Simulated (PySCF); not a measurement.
```xyz
18
charge 0, multiplicity 1
Si   -1.2938    2.0838    0.0832
O    -0.7068    0.8316    1.0044
Si   -0.3976   -0.8061    0.8402
Si   -2.2650   -1.8995   -0.0760
Si    1.4925   -1.0163   -0.5434
Si    2.8709    0.8123   -0.0359
H    -2.7683    1.9312   -0.1070
H    -1.0055    3.3621    0.7891
H    -0.6383    2.0864   -1.2613
H    -0.0792   -1.3467    2.1964
H    -2.5739   -1.2922   -1.4089
H    -1.9498   -3.3491   -0.2700
H    -3.4720   -1.7718    0.7983
H     2.1986   -2.3114   -0.2860
H     1.0970   -0.9680   -1.9878
H     4.1539    0.7706   -0.8029
H     3.1780    0.8097    1.4271
H     2.1514    2.0795   -0.3718
```

Work out the structure from the coordinates.

Formula H12OSi5. Its SMILES string is `[SiH3]O[Si@@H]([SiH3])[SiH2][SiH3]`. It has no ring. Among its groups: Si–H bond, Si–O bond. The point group is C1. Coordination: 5 Si tetrahedral; 1 O bent.

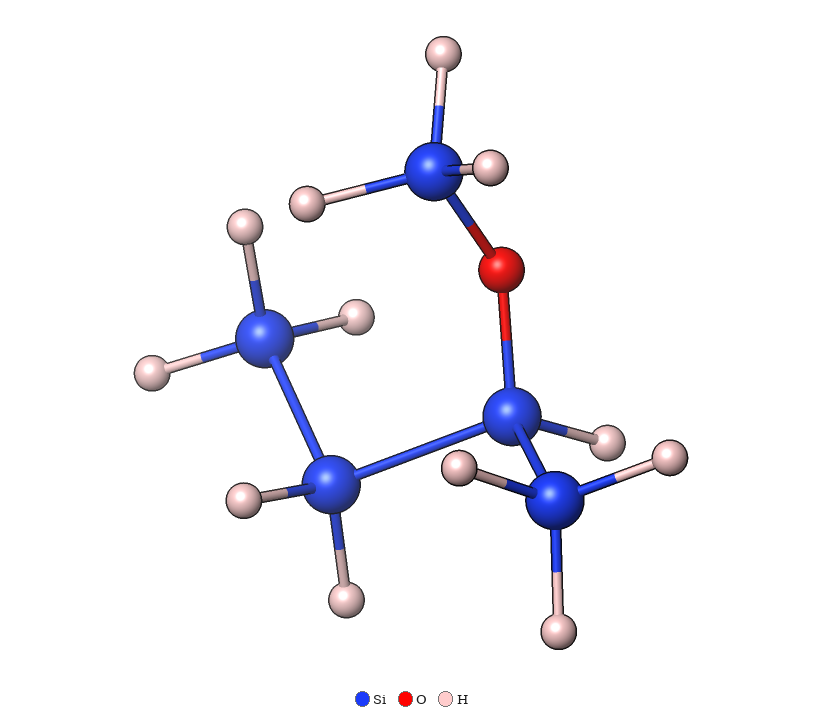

(Drawn from a calculation with PySCF.)
